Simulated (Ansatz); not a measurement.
## Electronic structure of Cl3GeHO···HF in real space

```
atom    x (Å)    y (Å)    z (Å)
  Ge  -0.5288  -0.1580  -0.4512
   F  -0.0829   1.0114   2.1459
  Cl   1.4578  -0.7902   0.0472
  Cl  -0.6191   1.9358  -0.9020
  Cl  -1.0676  -1.2213  -2.2684
   O  -1.7181  -0.6043   0.7938
   H  -2.2890  -1.3271   0.4721
   H  -0.8137   0.5240   2.4539
```

Not at a stationary point (largest force 0.5 eV/Å).

Method: Ansatz 0.2.0, RKS PBE-D4/def2-SVP.

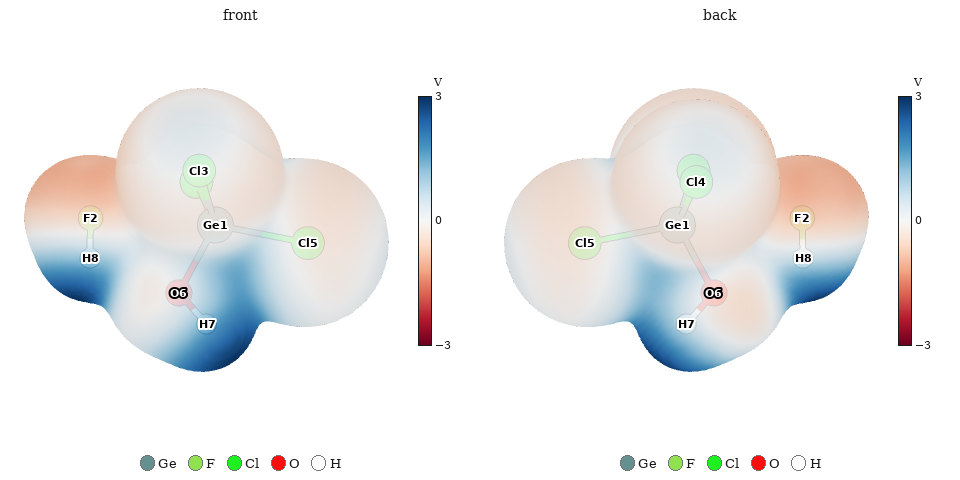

Figure 1. The electrostatic potential painted on the density surface at 0.002 e/bohr³, seen from the front and from behind; red is negative and blue positive.

Which sites attract a positive test charge, and which a negative one?

Answer. A positive charge is drawn to the negative regions and a negative charge to the positive ones. The most negative region (about −1.0 V, or −23 kcal/mol for a unit charge) lies over F2, the most positive (about +2.9 V, or +67 kcal/mol for a unit charge) over H7 and H8. Cl3 shows a σ-hole: about +0.3 V at the tip opposite its bond, against about −0.4 V, or −9 kcal/mol for a unit charge on its flanks. Cl4 shows a σ-hole: about +0.2 V at the tip opposite its bond, against about −0.4 V, or −9 kcal/mol for a unit charge on its flanks.

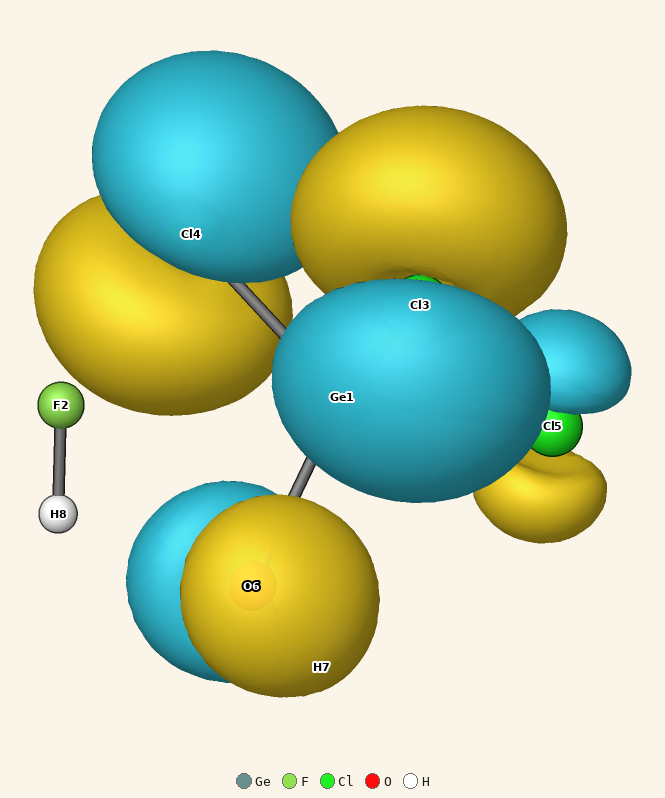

Figure 2. The HOMO−1 at ±0.08 Å⁻³ᐟ² (yellow and cyan are the two phases), seen at a tilt.

Describe this orbital and give its energy.

Answer. It lies mainly on Cl3 (about 40 %), Cl4 (about 30 %) and O6 (about 20 %); largely a combination of lone pairs on Cl3, Cl4 and O6. Its energy is −7.74 eV.

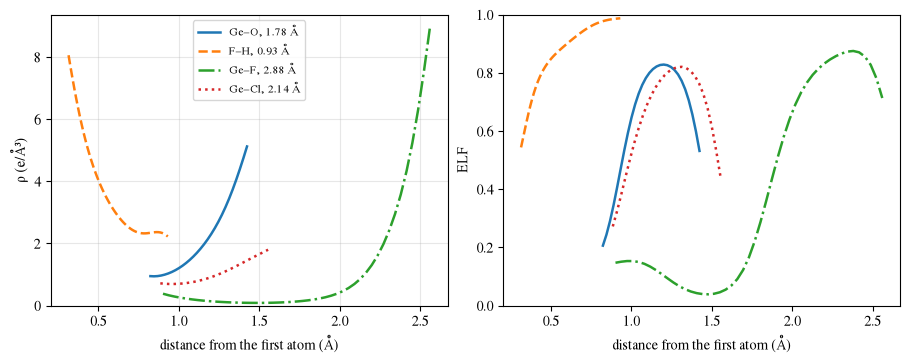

Figure 3. Total electron density and ELF along straight lines between neighbouring atoms. The curves leave out the atomic cores.

Compare the contacts.

Answer. Ge–O (1.78 Å): the density is about 0.97 e/Å³ at the midpoint; the ELF peaks at about 0.85 in the valence shell of O, 0.6 Å from its nucleus, and is about 0.35 at the midpoint.
F–H (0.93 Å): ρ at the midpoint is about 4.5 e/Å³; the ELF climbs to about 1 towards the hydrogen, as it does in any bond to H: a covalent bond by its length.
Ge1···F2 (2.88 Å): the density falls to about 0.09 e/Å³ on the way; the ELF dips to about 0.05 between them.
Ge–Cl (2.14 Å): the density is about 0.75 e/Å³ at the midpoint; the ELF peaks at about 0.80 in the valence shell of Cl, 0.8 Å from its nucleus, and is about 0.65 at the midpoint.
